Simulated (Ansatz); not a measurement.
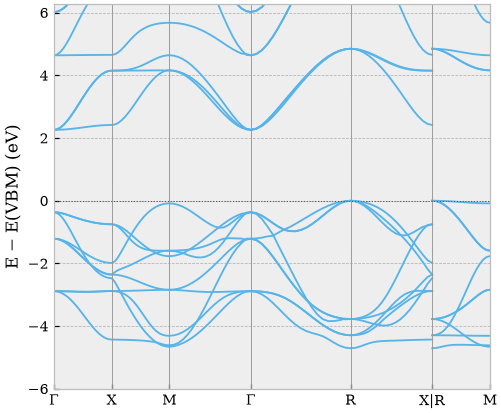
Figure. Band structure from DFT-r²SCAN in the program Ansatz with PAW potentials

Q: Read off the gap and where the band edges lie.

A: About 2.3 eV (2.26 eV by a search for the band edges); maximum at R, minimum at Γ.

The material is SrTiO$_{3}$ (cubic perovskite, Pm-3m).

The cell was relaxed with r²SCAN under the symmetry of its start. The run is not spin-polarised. Spin–orbit coupling is left out wherever it is not named.

Potentials: the later of the program's two PAW sets.
